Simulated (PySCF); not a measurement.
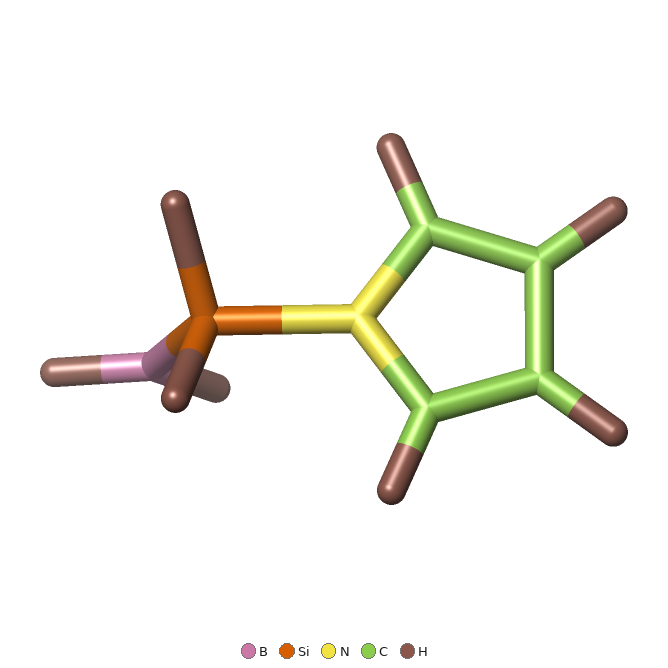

The geometry was computed by an optimisation with GFN2-xTB. No frequency run is at hand to confirm it as a minimum.

Give the structural formula.

SMILES: B[SiH2]n1cccc1

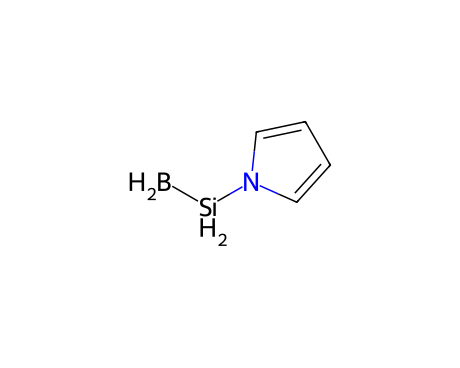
